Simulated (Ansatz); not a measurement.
# Al₂Cl₄F₂: what the fields show

```xyz
8

Al   -1.0962    1.9106   -1.7171
Al    1.1218    0.1348   -2.5709
Cl   -2.4955    2.5616   -3.0993
Cl   -0.9220   -0.3578   -1.6568
Cl    1.1819   -0.4298   -4.5696
Cl    2.6483   -0.2353   -1.2119
F    -0.9890    2.5083   -0.1824
F     0.5665    1.8606   -2.4342
```

Geometry: PBE0-D4/def2-SVP.

The calculation used Ansatz 0.2.0, isolated molecule in a Gaussian basis; Kohn-Sham density functional theory, functional PBE0.

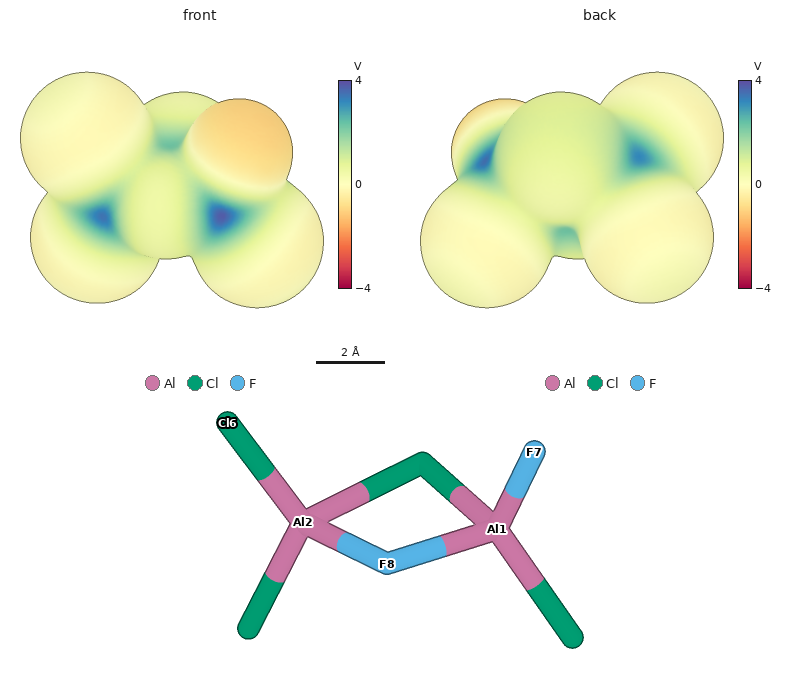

Figure 1. The electrostatic potential painted on the density surface at 0.002 e/bohr³, seen from the front and from behind; red is negative and blue positive. The bare structure is drawn below in the same view.

Describe the electrostatic potential map.

The most negative region (about −1.0 V, or −23 kcal/mol for a unit charge) lies over F7, the most positive (about +3.3 V, or +76 kcal/mol for a unit charge) over Al1 and Al2.

How polar is the molecule by this calculation?

Its dipole moment is 0.85 D.

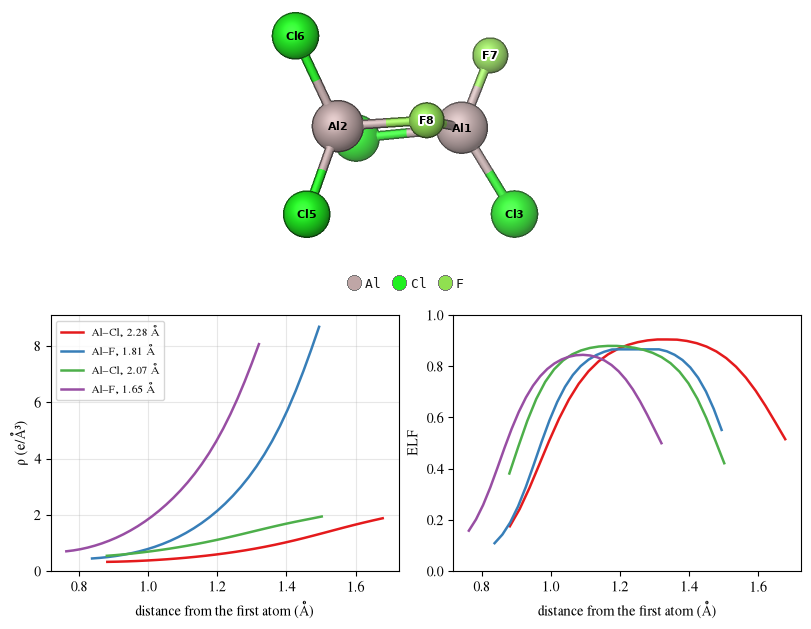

Figure 2. Total electron density and electron localisation function along straight lines between neighbouring atoms. The curves leave out the atomic cores. The structure is drawn too.

What can be read from the curves?

Al–Cl (2.28 Å): the density is about 0.51 e/Å³ at the midpoint; the ELF peaks at about 0.90 in the valence shell of Cl, 1.0 Å from its nucleus, and is about 0.80 at the midpoint.
Al–F (1.81 Å): ρ at the midpoint is about 0.54 e/Å³; the ELF peaks at about 0.85 in the valence shell of F, 0.6 Å from its nucleus, and is about 0.25 at the midpoint.
Al–Cl (2.07 Å): ρ at the midpoint is about 0.75 e/Å³; the ELF peaks at about 0.90 in the valence shell of Cl, 0.9 Å from its nucleus, and is about 0.80 at the midpoint.
Al–F (1.65 Å): the density is about 0.84 e/Å³ at the midpoint; the ELF peaks at about 0.85 in the valence shell of F, 0.6 Å from its nucleus, and is about 0.35 at the midpoint.

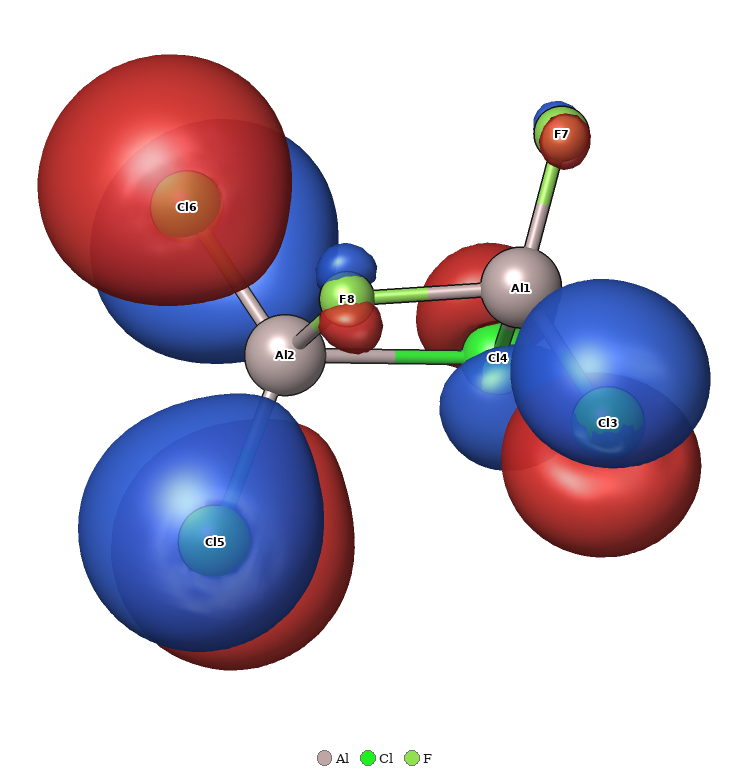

Figure 3. The HOMO−1 at ±0.06 Å⁻³ᐟ² (red and blue are the two phases), seen at a tilt.

Describe this orbital and give its energy.

Its weight (Hirshfeld) is mainly on Cl6 (about 40 %), Cl5 (about 35 %) and Cl3 (about 10 %); largely a combination of lone pairs on Cl6, Cl5 and Cl3. Its energy is −9.90 eV.
